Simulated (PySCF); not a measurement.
# Geometry relaxation of C$_{7}$H$_{16}$OSi (part 2 of 2)

C$_{7}$H$_{16}$OSi; PBE0-D3(BJ)/def2-SVP geometry optimisation, gas phase (PySCF 2.14.0). 

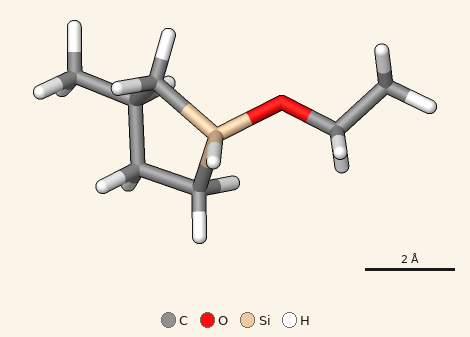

*The geometry at step 8 of the log (stick view, seen at a tilt).*

### Trajectory as extended XYZ, continued
```
25
Properties=species:S:1:pos:R:3:forces:R:3 step=6 energy=-17423.00007
C     3.9707   -0.8970    0.5165    0.0157  -0.0030   0.0112
C     2.9110    0.1510    0.7636    0.0083   0.0208   0.0152
O     1.7937   -0.1105   -0.0455    0.0075  -0.0396  -0.0134
Si    0.4451    0.8684   -0.1533   -0.0362   0.0316   0.0047
C    -0.6307    0.8428    1.4047    0.0386  -0.0308  -0.0299
C    -2.0288    0.5364    0.8490   -0.0255   0.0055   0.0024
C    -1.9088   -0.4561   -0.3181    0.0086  -0.0121  -0.0071
C    -3.2410   -0.7395   -0.9932   -0.0045  -0.0002   0.0014
C    -0.8354    0.0821   -1.2850    0.0228   0.0041   0.0199
H     3.5799   -1.8991    0.7487    0.0006   0.0028  -0.0040
H     4.8572   -0.7133    1.1429   -0.0074  -0.0034  -0.0070
H     4.2795   -0.8881   -0.5394   -0.0020  -0.0019   0.0001
H     3.3182    1.1594    0.5481   -0.0038  -0.0058  -0.0007
H     2.6233    0.1501    1.8341   -0.0018   0.0001  -0.0045
H     0.8922    2.2411   -0.5615   -0.0053  -0.0013   0.0053
H    -0.2781    0.0016    2.0285   -0.0117   0.0183   0.0252
H    -0.6020    1.7470    2.0299   -0.0025   0.0089  -0.0014
H    -2.7109    0.1491    1.6249    0.0023  -0.0002  -0.0017
H    -2.4923    1.4662    0.4683    0.0063  -0.0033   0.0024
H    -1.5271   -1.4056    0.1043    0.0006   0.0073  -0.0008
H    -3.9785   -1.1398   -0.2792   -0.0010  -0.0004   0.0003
H    -3.6620    0.1833   -1.4269    0.0022  -0.0028  -0.0002
H    -3.1307   -1.4707   -1.8086    0.0009   0.0007  -0.0027
H    -1.2726    0.8582   -1.9389   -0.0055   0.0001   0.0007
H    -0.4200   -0.6990   -1.9396   -0.0071   0.0048  -0.0153
25
Properties=species:S:1:pos:R:3:forces:R:3 step=7 energy=-17423.00079
C     3.9544   -0.9039    0.5236    0.0011   0.0080   0.0095
C     2.9011    0.1519    0.7679    0.0056   0.0101   0.0059
O     1.7896   -0.0958   -0.0539   -0.0118  -0.0108  -0.0173
Si    0.4442    0.8898   -0.1617   -0.0157   0.0008   0.0106
C    -0.6288    0.8581    1.3981    0.0300  -0.0320  -0.0032
C    -2.0246    0.5287    0.8490   -0.0127   0.0046  -0.0045
C    -1.8935   -0.4594   -0.3208   -0.0054  -0.0044  -0.0009
C    -3.2241   -0.7651   -0.9895   -0.0044   0.0025  -0.0048
C    -0.8375    0.1043   -1.2914    0.0183  -0.0035   0.0018
H     3.5525   -1.9035    0.7467    0.0025  -0.0010  -0.0031
H     4.8374   -0.7315    1.1578   -0.0049  -0.0028  -0.0040
H     4.2707   -0.8912   -0.5299    0.0013  -0.0035  -0.0007
H     3.3186    1.1580    0.5625   -0.0018  -0.0028  -0.0004
H     2.6027    0.1464    1.8353    0.0007   0.0012  -0.0014
H     0.8921    2.2617   -0.5699    0.0027   0.0014   0.0074
H    -0.2628    0.0255    2.0258   -0.0113   0.0143   0.0174
H    -0.6125    1.7639    2.0218   -0.0002   0.0139  -0.0140
H    -2.6960    0.1299    1.6283   -0.0001  -0.0028  -0.0032
H    -2.5045    1.4509    0.4705    0.0020  -0.0015   0.0064
H    -1.4922   -1.4032    0.0962    0.0051   0.0066  -0.0009
H    -3.9516   -1.1782   -0.2725    0.0001  -0.0020   0.0006
H    -3.6626    0.1504   -1.4213    0.0025  -0.0023   0.0037
H    -3.1052   -1.4937   -1.8062    0.0008  -0.0002   0.0002
H    -1.2932    0.8852   -1.9269   -0.0007   0.0035   0.0011
H    -0.4226   -0.6610   -1.9649   -0.0038   0.0029  -0.0063
25
Properties=species:S:1:pos:R:3:forces:R:3 step=8 energy=-17423.00115
C     3.9421   -0.9089    0.5300   -0.0081   0.0093   0.0024
C     2.8938    0.1531    0.7694   -0.0001  -0.0007  -0.0025
O     1.7861   -0.0869   -0.0604   -0.0192   0.0122  -0.0130
Si    0.4433    0.9041   -0.1658    0.0060  -0.0205   0.0092
C    -0.6283    0.8685    1.3945    0.0090  -0.0250   0.0210
C    -2.0220    0.5217    0.8486    0.0033   0.0028  -0.0090
C    -1.8816   -0.4624   -0.3238   -0.0127   0.0048   0.0023
C    -3.2104   -0.7851   -0.9882   -0.0011   0.0019  -0.0063
C    -0.8386    0.1216   -1.2960    0.0047  -0.0058  -0.0137
H     3.5324   -1.9062    0.7490    0.0026  -0.0029  -0.0007
H     4.8227   -0.7431    1.1688   -0.0004  -0.0011   0.0005
H     4.2638   -0.8968   -0.5220    0.0032  -0.0024  -0.0005
H     3.3186    1.1568    0.5682    0.0003   0.0009  -0.0003
H     2.5882    0.1476    1.8347    0.0018   0.0021   0.0016
H     0.8924    2.2763   -0.5705    0.0084   0.0027   0.0067
H    -0.2550    0.0454    2.0303   -0.0056   0.0076   0.0065
H    -0.6220    1.7783    2.0127    0.0005   0.0144  -0.0215
H    -2.6861    0.1143    1.6294   -0.0011  -0.0054  -0.0031
H    -2.5133    1.4383    0.4718   -0.0028   0.0008   0.0081
H    -1.4647   -1.4013    0.0886    0.0060   0.0029   0.0006
H    -3.9297   -1.2092   -0.2695    0.0009  -0.0024   0.0004
H    -3.6625    0.1251   -1.4170    0.0009  -0.0006   0.0046
H    -3.0843   -1.5103   -1.8068    0.0003  -0.0004   0.0017
H    -1.3079    0.9071   -1.9160    0.0027   0.0049   0.0025
H    -0.4249   -0.6302   -1.9853    0.0004   0.0000   0.0025
25
Properties=species:S:1:pos:R:3:forces:R:3 step=9 energy=-17423.00139
C     3.9317   -0.9128    0.5368   -0.0117   0.0051  -0.0050
C     2.8878    0.1551    0.7688   -0.0038  -0.0085  -0.0077
O     1.7827   -0.0811   -0.0661   -0.0154   0.0225  -0.0029
Si    0.4422    0.9142   -0.1675    0.0205  -0.0263   0.0030
C    -0.6291    0.8760    1.3926   -0.0135  -0.0130   0.0318
C    -2.0202    0.5141    0.8480    0.0149   0.0011  -0.0094
C    -1.8715   -0.4650   -0.3275   -0.0114   0.0116   0.0021
C    -3.1983   -0.8025   -0.9887    0.0028  -0.0001  -0.0038
C    -0.8394    0.1373   -1.3003   -0.0106  -0.0030  -0.0205
H     3.5160   -1.9076    0.7560    0.0011  -0.0025   0.0018
H     4.8103   -0.7504    1.1790    0.0032   0.0009   0.0040
H     4.2581   -0.9054   -0.5138    0.0032   0.0004   0.0002
H     3.3184    1.1561    0.5673    0.0018   0.0031  -0.0005
H     2.5770    0.1535    1.8326    0.0020   0.0020   0.0031
H     0.8947    2.2873   -0.5652    0.0095   0.0024   0.0040
H    -0.2512    0.0639    2.0393    0.0020   0.0009  -0.0029
H    -0.6320    1.7926    2.0012    0.0006   0.0103  -0.0210
H    -2.6786    0.0981    1.6291   -0.0005  -0.0069  -0.0018
H    -2.5217    1.4262    0.4739   -0.0065   0.0021   0.0075
H    -1.4401   -1.3994    0.0799    0.0031  -0.0019   0.0022
H    -3.9096   -1.2383   -0.2689    0.0011  -0.0018  -0.0003
H    -3.6632    0.1033   -1.4127   -0.0013   0.0011   0.0031
H    -3.0655   -1.5233   -1.8101    0.0000   0.0001   0.0015
H    -1.3194    0.9282   -1.9055    0.0042   0.0035   0.0028
H    -0.4271   -0.6021   -2.0037    0.0043  -0.0029   0.0087
25
Properties=species:S:1:pos:R:3:forces:R:3 step=10 energy=-17423.00159
C     3.9259   -0.9150    0.5419   -0.0068  -0.0010  -0.0065
C     2.8850    0.1571    0.7670   -0.0042  -0.0080  -0.0076
O     1.7804   -0.0790   -0.0689   -0.0062   0.0164   0.0057
Si    0.4416    0.9183   -0.1671    0.0186  -0.0162  -0.0025
C    -0.6308    0.8792    1.3925   -0.0200  -0.0033   0.0213
C    -2.0199    0.5085    0.8478    0.0138   0.0007  -0.0054
C    -1.8662   -0.4661   -0.3308   -0.0029   0.0105  -0.0004
C    -3.1916   -0.8120   -0.9902    0.0033  -0.0009  -0.0004
C    -0.8399    0.1467   -1.3032   -0.0147   0.0014  -0.0140
H     3.5072   -1.9077    0.7647   -0.0003  -0.0007   0.0021
H     4.8036   -0.7523    1.1853    0.0034   0.0014   0.0039
H     4.2550   -0.9136   -0.5079    0.0016   0.0020   0.0007
H     3.3192    1.1558    0.5617    0.0016   0.0024  -0.0005
H     2.5727    0.1614    1.8304    0.0011   0.0012   0.0023
H     0.8981    2.2921   -0.5581    0.0056   0.0010   0.0012
H    -0.2505    0.0749    2.0472    0.0056  -0.0014  -0.0048
H    -0.6390    1.8019    1.9919    0.0004   0.0045  -0.0119
H    -2.6748    0.0855    1.6281    0.0012  -0.0061  -0.0002
H    -2.5282    1.4181    0.4772   -0.0063   0.0015   0.0050
H    -1.4263   -1.3982    0.0731   -0.0013  -0.0040   0.0022
H    -3.8976   -1.2563   -0.2704    0.0007  -0.0009  -0.0006
H    -3.6648    0.0916   -1.4096   -0.0021   0.0015   0.0009
H    -3.0548   -1.5289   -1.8144   -0.0001   0.0008   0.0000
H    -1.3243    0.9416   -1.8997    0.0027   0.0005   0.0011
H    -0.4280   -0.5858   -2.0139    0.0050  -0.0033   0.0084
```

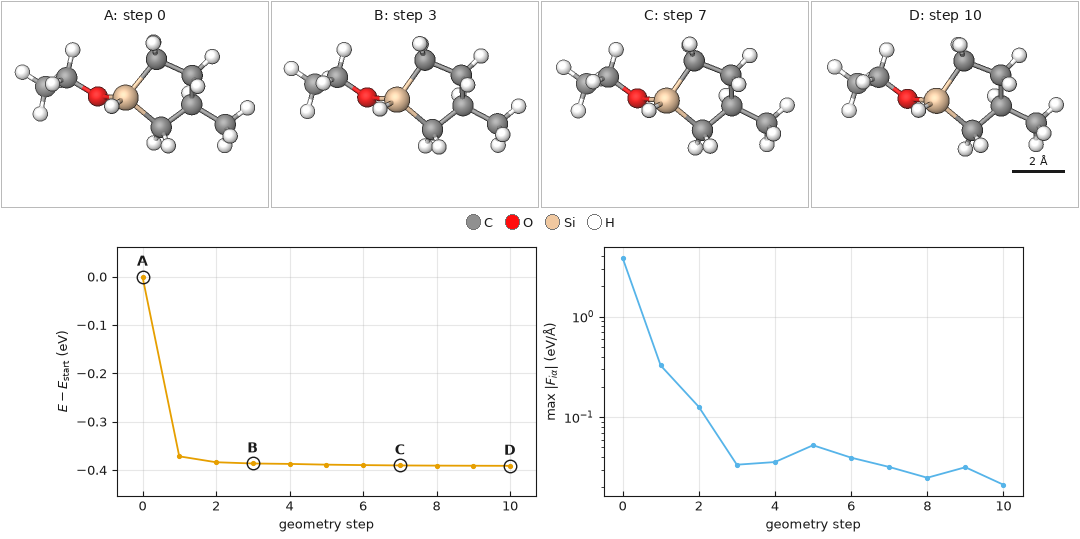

*Frames of the relaxation (ball-and-stick view, seen at a tilt) above the curves, on which the letters mark them (steps are counted from 0).*

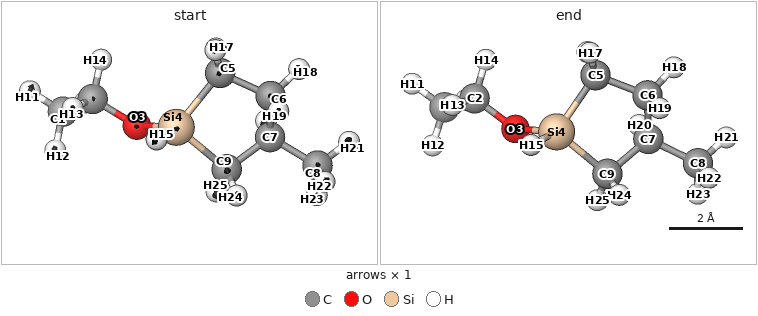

*Before (left) and after (right) the relaxation, at one scale (ball-and-stick view, seen at a tilt). The black arrows give the displacements, at true length.*

Over 10 geometry steps the energy falls by 0.391 eV. Largest force component: 3.8 eV/Å at the start, 0.021 eV/Å at the end. The atom that moves furthest after the best rigid fit is H25 (0.35 Å). Largest moves by element: H 0.35 Å, C 0.19 Å, Si 0.13 Å, O 0.10 Å. Among the contacts that change: O3–Si4 1.580 → 1.672 Å, Si4–H15 1.449 → 1.500 Å, C1–C2 1.551 → 1.511 Å, C1–H11 1.068 → 1.100 Å. Among the angles that change: O3–Si4–H15 113.7° → 108.5°, O3–Si4–C5 117.1° → 113.1°, C5–Si4–C9 92.1° → 95.9°. (Atoms are counted from 1 in the order of the input.)

### Key numbers

```json
{"quantity": "outcome", "value": "converged"}
{"quantity": "total energy", "value": "−640.283504 hartree"}
{"quantity": "dipole moment", "value": "0.77 D"}
{"quantity": "point group", "value": "C1"}
{"quantity": "wall time", "value": "7 min"}
{"quantity": "peak memory", "value": "0.97 GiB"}
```
